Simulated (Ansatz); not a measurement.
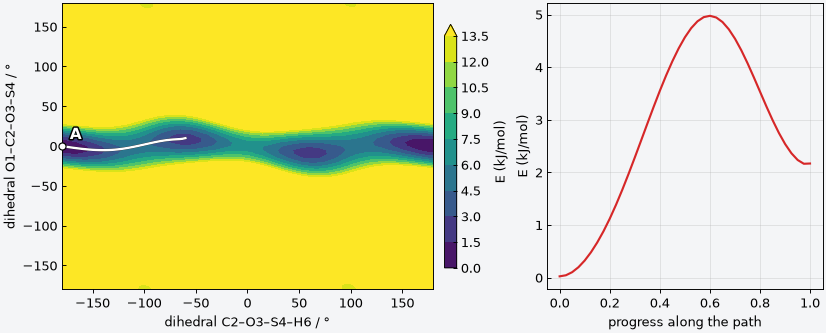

CH2O2S, SMILES O=COS. First axis: dihedral C2–O3–S4–H6. Second axis: dihedral O1–C2–O3–S4. Nothing is relaxed (all other coordinates rigid). The grid has 15 × 15 points; 113 points were computed and 112 follow by symmetry. Energies: kJ/mol, counted from the relaxed molecule at the same level. The calculation used RHF/def2-TZVP (Ansatz 0.2.0).

Drawn: filled contours, a line along the lowest path, one colour for all values above the top of the scale, the energy along the path at the right, the start A. Between grid points the surface is interpolated.

### Describe the path and its barrier.

The easiest path leads from the well at about dihedral C2–O3–S4–H6 = −180°, dihedral O1–C2–O3–S4 = 0° to the well at dihedral C2–O3–S4–H6 = −60°, dihedral O1–C2–O3–S4 = 12°, about 2.1 kJ/mol higher (on a rigid scan; wells that are mirror images or exchange like atoms can differ by this much). Its highest point lies about 5 kJ/mol above the bottom of the first well on the interpolated surface, at about dihedral C2–O3–S4–H6 = −110°, dihedral O1–C2–O3–S4 = 0°. Seen from the upper well the barrier is about 2.8 kJ/mol. The start is the relaxed structure and all else is held, so a fully relaxed path at this level can only be lower.
